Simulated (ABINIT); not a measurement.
# SiO2 (Quartz): a self-consistent loop beyond G0W0, cycle by cycle, part 3 of 3

Wanted: G0W0 and self-consistent gaps of SiO2 (Quartz), with the cost of the cycles.

ABINIT 10.8.3; LDA and many-body steps on it, plane waves. Known limits of the many-body steps: not at the basis limit; coarse k mesh.

So far. Step 10 (evGW, cycle 1): Against G0W0 in ABINIT (3×3×2 mesh, 161 bands, screening to 130.6 eV, Godby-Needs plasmon pole), the gap moves by +1.004 eV. Step 13 (evGW, cycle 2): Against the cycle before, the gap moves by +0.064 eV.

## Step 15: Screening, 3×3×2 mesh, 161 bands, screening to 130.6 eV

This step: RPA screening on LDA from quasiparticle energies, plane waves, norm-conserving pseudopotentials.

run.abi

```
acell 3*1.0 Angstrom
rprim 
  4.915799999986 0.000000000003 0.000000000000
  -2.457899999996 4.257207679910 0.000000000000
  0.000000000000 0.000000000000 5.409100000000
ntypat 2
znucl 14 8
natom 9
typat 1 1 1 2 2 2 2 2 2
xred 
  0.530300000000 0.000000000000 0.333333333333
  0.000000000000 0.530300000000 0.666666666667
  0.469700000000 0.469700000000 -0.000000000000
  0.146200000000 0.414200000000 0.881000000000
  0.585800000000 0.732000000000 0.214333333333
  0.268000000000 0.853800000000 0.547666666667
  0.414200000000 0.146200000000 0.119000000000
  0.732000000000 0.585800000000 0.785666666667
  0.853800000000 0.268000000000 0.452333333333
pp_dirpath "pseudos"
pseudos "Si.upf, O.upf"
ecut 36
ngkpt 3 3 2
nshiftk 1
shiftk 0 0 0
kptopt 1
chksymbreak 0
istwfk *1
occopt 1
irdwfk 1
optdriver 3
nband 161
ecuteps 4.8
inclvkb 2
awtr 1
symchi 1
irdqps 1
gwcalctyp 10
nqptdm 5
qptdm 
  0.3333333333 0.0000000000 0.0000000000
  0.3333333333 0.3333333333 0.0000000000
  0.0000000000 0.0000000000 0.5000000000
  0.3333333333 0.0000000000 0.5000000000
  0.3333333333 0.3333333333 0.5000000000
indata_prefix "in"
outdata_prefix "out"
tmpdata_prefix "tmp"
```

mrgscr.stdin

```
2
merged
q0_SCR
out_SCR
1
```

Started as:

```bash
$ OMP_NUM_THREADS=1 mpirun -n 8 abinit run.abi > log; mrgscr < mrgscr.stdin
```

Numbers of over 12 decimals in the logs are rounded to 6 here.

The program printed:

```text
.Version 10.8.3 of ABINIT. v10.8.2 released Aug 2026.

 Symmetries : space group P3_1 2 1 (#152); Bravais hP (primitive hexag.)
[... echo of the input left out ...]
== DATASET  1 ==================================================================
-   mpi_nproc: 8, omp_nthreads: 1 (-1 if OMP is not activated)

--- !DatasetInfo
iteration_state: {dtset: 1, }
dimensions: {natom: 9, nkpt: 6, mband: 161, nsppol: 1, nspinor: 1, nspden: 1, mpw: 7935, }
cutoff_energies: {ecut:  36.0, pawecutdg:  -1.0, }
[...]
q-point number  1        q = ( 0.333333, 0.000000, 0.000000) [r.l.u.]
--------------------------------------------------------------------------------
[... chi0 elements left out ...]
  Average fulfillment of the sum rule on Im[epsilon] for q-point    2 :     75.12  [%]

--------------------------------------------------------------------------------
  q-point number  2        q = ( 0.333333, 0.333333, 0.000000) [r.l.u.]
--------------------------------------------------------------------------------
[... chi0 elements left out ...]
  Average fulfillment of the sum rule on Im[epsilon] for q-point    3 :     71.93  [%]

 [... 3 further q-points ...]
```

Wall time 71 s (8 MPI ranks of Arm Neoverse N1, shared host); peak memory 2.6 GiB.

This step gave:

- plasma frequency: 24.18 eV
- plane waves in the screening matrix: 389

This screening reads the quasiparticle levels of the cycle before.

## Step 16: evGW, cycle 3

This step: evGW on LDA, plane waves, norm-conserving pseudopotentials.

Edit run.abi of step 15 so:

```diff
@@ -30,12 +30,10 @@
 irdwfk 1
-optdriver 3
+optdriver 4
 nband 161
-ecuteps 4.8
-inclvkb 2
-awtr 1
-symchi 1
-irdqps 1
 gwcalctyp 10
-nqptdm 5
-qptdm 
+ecutsigx 36
+symsigma 1
+nkptgw 6
+kptgw 
+  0.0000000000 0.0000000000 0.0000000000
   0.3333333333 0.0000000000 0.0000000000
@@ -45,2 +43,13 @@
   0.3333333333 0.3333333333 0.5000000000
+bdgw 
+  7 32
+  7 32
+  7 32
+  7 32
+  7 32
+  7 32
+ecuteps 4.8
+irdscr 1
+ppmodel 1
+irdqps 1
 indata_prefix "in"
```

Started as:

```bash
$ OMP_NUM_THREADS=1 mpirun -n 8 abinit run.abi > log
```

The program printed:

```text
.Version 10.8.3 of ABINIT. v10.8.2 released Aug 2026.

 Symmetries : space group P3_1 2 1 (#152); Bravais hP (primitive hexag.)
[... echo of the input left out ...]
== DATASET  1 ==================================================================
-   mpi_nproc: 8, omp_nthreads: 1 (-1 if OMP is not activated)

--- !DatasetInfo
iteration_state: {dtset: 1, }
dimensions: {natom: 9, nkpt: 6, mband: 161, nsppol: 1, nspinor: 1, nspden: 1, mpw: 7935, }
cutoff_energies: {ecut:  36.0, pawecutdg:  -1.0, }
[...]
.  kptgw no:  4; Maximum DeltaE = (   0.001   0.000) for band index:  1
.  kptgw no:  5; Maximum DeltaE = (   0.002  -0.000) for band index:  1
.  kptgw no:  6; Maximum DeltaE = (   0.002   0.000) for band index:  1

== END DATASET(S) ==============================================================
================================================================================

 -outvars: echo values of variables after computation  --------
           etotal      0.0000000000E+00
            nband         161
             nkpt           6
          spgroup         152
 [... the other variables as echoed above ...]

 Calculation completed.
```

Elapsed: 6.7 min, on 8 MPI ranks; peak memory 4.7 GiB.

This step gave:

```yaml
quasiparticle_gap_on_the_mesh: 9.831 eV
gap_of_the_density_functional_on_the_mesh: 5.801 eV
k_of_the_valence_top: 0.3333, 0.3333, 0
k_of_the_conduction_bottom: 0, 0, 0
least_direct_quasiparticle_gap_on_the_computed_points: 10.21 eV
```

Against the cycle before, the gap moves by +0.006 eV.

## Step 17: The runs together

Times are wall times on 8 MPI ranks of Arm Neoverse N1, shared host, good to a factor of about two. A run's time includes the screening step that it read.

| run | mesh | bands | screening cutoff (eV) | DFT gap (eV) | gap on the mesh (eV) | direct (eV) | ε∞ used | time |
| --- | --- | --- | --- | --- | --- | --- | --- | --- |
| G0W0 | 3×3×2 | 161 | 130.6 | 5.801 | 8.757 | 9.134 | 2.39 | 2.3 min |
| evGW0, cycle 1 | 3×3×2 | 161 | 130.6 | 5.801 | 9.307 | 9.695 | 2.39 | 8.7 min |
| evGW0, cycle 2 | 3×3×2 | 161 | 130.6 | 5.801 | 9.176 | 9.553 | 2.39 | 9.2 min |
| evGW0, cycle 3 | 3×3×2 | 161 | 130.6 | 5.801 | 9.173 | 9.553 | 2.39 | 9.2 min |
| evGW, cycle 1 | 3×3×2 | 161 | 130.6 | 5.801 | 9.761 | 10.143 | 2.10 | 8.5 min |
| evGW, cycle 2 | 3×3×2 | 161 | 130.6 | 5.801 | 9.825 | 10.207 | 2.07 | 8.7 min |
| evGW, cycle 3 | 3×3×2 | 161 | 130.6 | 5.801 | 9.831 | 10.213 | 2.06 | 8.6 min |

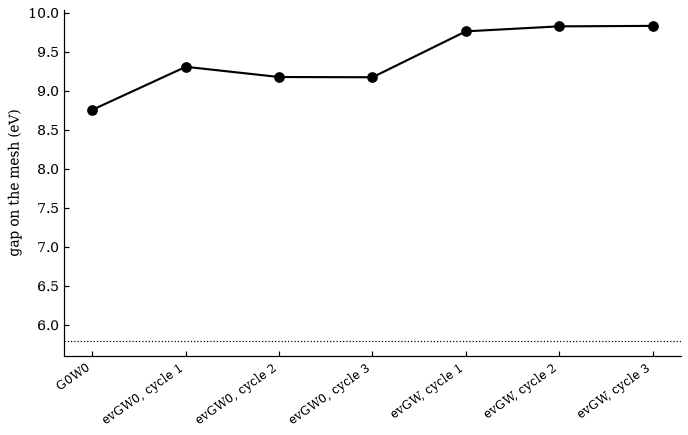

The gap through the cycles; the dotted line is the starting gap.

## Step 18: Results

```yaml
g0w0: 8.757 eV
evgw0_cycle_1: 9.307 eV
evgw0_cycle_2: 9.176 eV
evgw0_cycle_3: 9.173 eV
evgw_cycle_1: 9.761 eV
evgw_cycle_2: 9.825 eV
evgw_cycle_3: 9.831 eV
known_limits: not at the basis limit; coarse k mesh
```

Only the bands that the input lists are updated; the others, empty or deep, keep the functional's energies or take a rigid shift. The evGW loop starts from the last levels of evGW0, so its cycles and time come on top of those. evGW0 ends at 9.17 eV, +0.42 eV from G0W0, after 3 cycles that took 21 min beside the first screening; the last moved the gap by 0.003 eV. evGW ends at 9.83 eV, +1.07 eV from G0W0, after 3 cycles that took 26 min beside the first screening; the last moved the gap by 0.006 eV. The first cycle of evGW0 takes the full correction, without the factor Z, so it overshoots the one-shot value. Bands and cutoff are finite, so the gap is not at the basis limit. The miss can reach some tenths of an eV and take either sign; the mesh is an error of its own. The 3×3×2 mesh is coarse for this cell, which bears on the long-range parts of exchange and screening. In the updated screening the q = 0 part is built from Kohn-Sham bands under a rigid shift, the other q from the quasiparticle levels.

[Paths, hosts, dates, memory and timing lines, banners, echoed tables and standing remarks are left out of the program output.]

[Logs are printed without paths, hosts, clocks, repeated set-up lines and the standing remarks that a program may print on its own settings, such as how far it seeks lower states.]

[Runs of the session that timed out or met a known fault of the program may be left out.]

[Hosts, paths, dates, database ids (printed as entryN), source tags and the programs' standing remarks are cut or masked in the printed files.]

[G0W0 gaps are taken among the corrected bands and points alone; a level outside them can change the order at an edge.]

[Where Ansatz stands beside ABINIT at settings called matched, ABINIT's density can come from a denser mesh and the files from another edition; pairs whose starting gaps differed by over 0.03 eV were left out, so agreement reads better than it is.]
